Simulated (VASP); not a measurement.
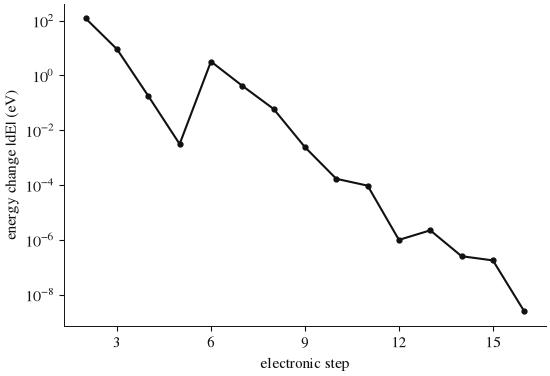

The plot shows the electronic steps of a calculation: energy change |dE|.

Sr2C (3 atoms in the cell), run with VASP.

INCAR
```
ENCUT = 520.000000
SIGMA = 0.020000
EDIFF = 1.00e-07
GGA = PE
PREC = Accurate
IBRION = -1
ISIF = 2
ISMEAR = -1
NBANDS = 19
NSW = 0
LASPH = .TRUE.
LCHARG = .FALSE.
LWAVE = .FALSE.
LREAL = .FALSE.
NELM = 80
LDAU = .TRUE.
LDAUTYPE = 2
LDAUL = 2 2 2
LDAUU = 4 4 4
```

KPOINTS
```
KPOINTS created by Atomic Simulation Environment
0
Gamma
6 6 6
0 0 0
```

POSCAR
```
C  Sr
 1.0000000000000000
     0.0000000000000000    3.3601424573999998    3.4622907881999998
     3.3601424573999998    0.0000000000000000    3.4622907881999998
     3.3601424573999998    3.3601424573999998    0.0000000000000000
 C   Sr
   1   2
Cartesian
  0.0000000000000000  0.0000000000000000  0.0000000000000000
  1.6800712286999999  1.6800712286999999  1.7311453940999999
  5.0402136860999995  5.0402136860999995  5.1934361822999993
```

Was self-consistency reached?

Answer. Converged, in 16 steps. The energy change falls unevenly and jumps up by a factor of two or more twice on the way down, most sharply at step 6 (by about 3 orders of magnitude). The jump at step 6 comes where the charge density, held fixed for the first 5 steps, starts to be updated.

Read the energy change at the first and at the last step drawn.

Answer. It starts near 100 and ends near 2 × 10⁻⁹ eV.

Is anything amiss with this input?

Answer. The input holds a fault (wrong count of Hubbard values). The SCF closed all the same, which doesn't make the results meaningful for the real system.
